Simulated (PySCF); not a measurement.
**C₂H₆Ga, charge +1, SMILES `C[Ga+]C`: what the electrons do**

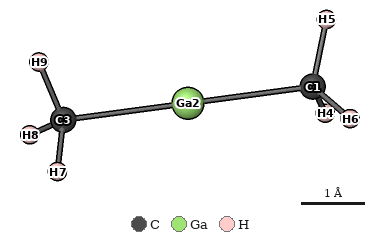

The molecule, with its atoms numbered as below. No frequency check shows the geometry to be a minimum.

Coordinates in Å:

```
C1       2.0580   -0.0003    0.0000
Ga2      0.0000    0.0001    0.0000
C3      -2.0580   -0.0003    0.0000
H4       2.4089    0.6847    0.7793
H5       2.4089   -1.0173    0.2033
H6       2.4089    0.3326   -0.9827
H7      -2.4089    0.5968   -0.8486
H8      -2.4089    0.4364    0.9412
H9      -2.4089   -1.0333   -0.0926
```

## 1. Bonding charge

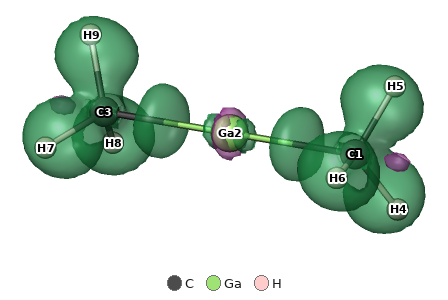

Deformation density (molecule less spherical, spin-averaged free atoms at the same positions), surfaces at ±0.09 e/Å³; green: gain, purple: loss.

PySCF calculation, r2SCAN/aug-cc-pVDZ, gas phase; geometry: GFN2-xTB.

How much density has each bond gained at its critical point, relative to the free atoms?

Answer. C1–H5, C3–H9, C1–H6, C3–H8 and 2 more like them: +0.65 e/Å³ at the bond critical point (bond length 1.09 Å). C1–Ga2 and Ga2–C3: +0.17 e/Å³ at the bond critical point (bond length 2.06 Å). In all, 1.6 electrons gather in the regions of gain relative to the promolecule of neutral atoms (the regions of loss give up this much and the cation's charge besides).

## 2. Bond critical points

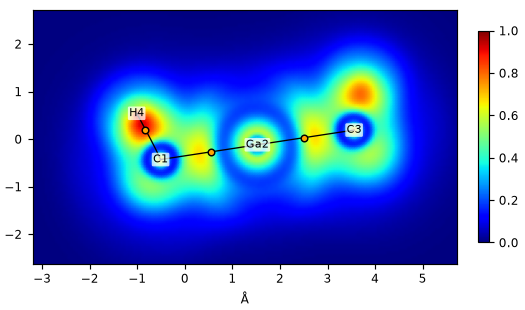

Localised orbital locator (LOL) in the plane of C1, Ga2, C3 and H4, with bond paths and bond critical points (dots).

What values does LOL take at the bond critical points in this plane?

Answer. C1–H4: about 0.89; C1–Ga2 and Ga2–C3: about 0.53. Values above 0.5 mark slow, localised electrons, as in shared pairs; low values at a critical point mark a polar or closed-shell contact whose critical point lies between the shells.

Where along C1–H4 does the critical point lie?

Answer. 0.71 Å from C1 and 0.39 Å from H4.

## 3. Local ionisation energy

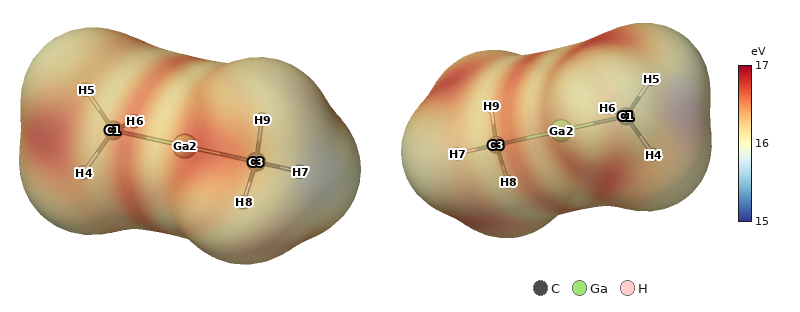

Average local ionisation energy on the surface of electron density 0.001 a.u. (back view left, front view right).

Locate the minima of the map.

Answer. The lowest value is 15.8 eV, near H7 (1.72 Å), C3 (1.90 Å) and H8 (1.92 Å), and at like points elsewhere. Further minima include 16.1 eV, 1.8 Å from H9, and at like points elsewhere. For comparison, the highest occupied orbital lies at −13.0 eV.

## 4. Excited states

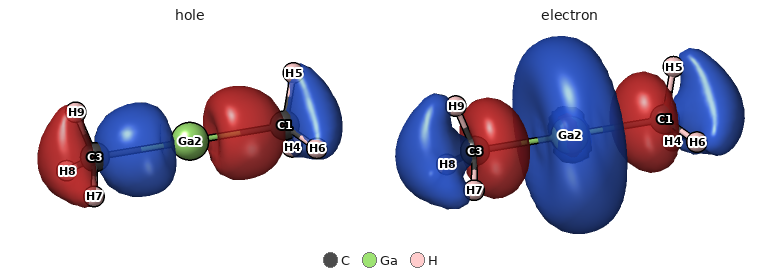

Leading natural transition orbital pair of S₃ (full linear response singlet states); the surfaces enclose about 70 % of each orbital's density.

PySCF calculation, PBE0/def2-SVPD, gas phase; geometry: GFN2-xTB.

Give its energy and the atoms that hole and electron lie on.

Answer. 7.22 eV (172 nm), f = 0.667 (bright); the leading pair carries 85 %; hole on C1 and C3 (28 % each) and Ga2 (22 %), electron on Ga2 (46 %) and C1 and C3 (18 % each); their centroids lie 0.0 Å apart. In canonical orbitals it is mainly HOMO → LUMO+2 (84 %). The HOMO–LUMO gap is 7.07 eV.

## 5. In an electric field

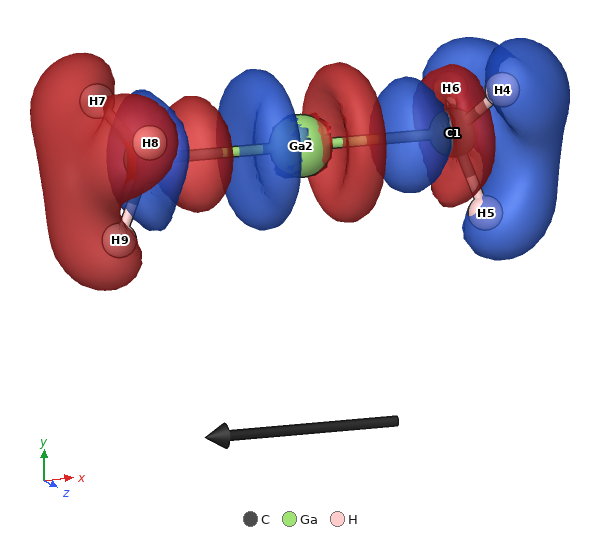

Change of the electron density in a uniform field of 0.10 V/Å along −x (arrow), surfaces at ±0.001 e/Å³ (blue: gain, red: loss).

Method: ωB97X/def2-SVPD; geometry: GFN2-xTB; program: PySCF.

How large is the response?

Answer. The induced dipole is 0.39 D (along the field); α along this axis, from the fields in both directions, is 76 bohr³ (11.3 Å³).

Which atoms gain and lose the most charge?

Answer. Electrons gather most on C1 (Hirshfeld charge changes by −0.006 e) and leave C3 most (+0.006 e); 0.029 electrons are displaced in all.

## 6. Removing or adding an electron

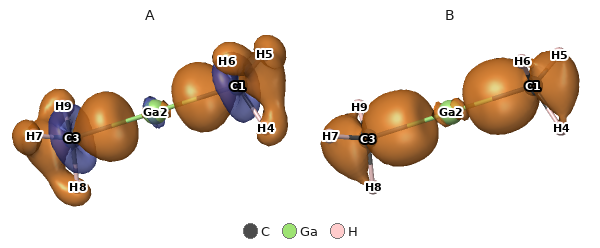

The Fukui function f⁻ from two separate SCF calculations and the density of the HOMO, at ±0.04 e/Å³ (orange positive, blue negative).

Method: BLYP/6-311G**; geometry: GFN2-xTB; program: PySCF.

Which panel is which, and how good is the frozen-orbital picture?

Answer. A is f⁻ (it has negative regions), B the HOMO density. The HOMO lies on C1 and C3 (28 % each) and Ga2 (25 %); f⁻ (Hirshfeld-condensed) is largest on Ga2 (0.26) and C1 and C3 (0.17 each); the vertical ionisation energy is 15.85 eV. Relaxation shifts 23 % of the electron between atoms. The orbital energy is −12.62 eV.
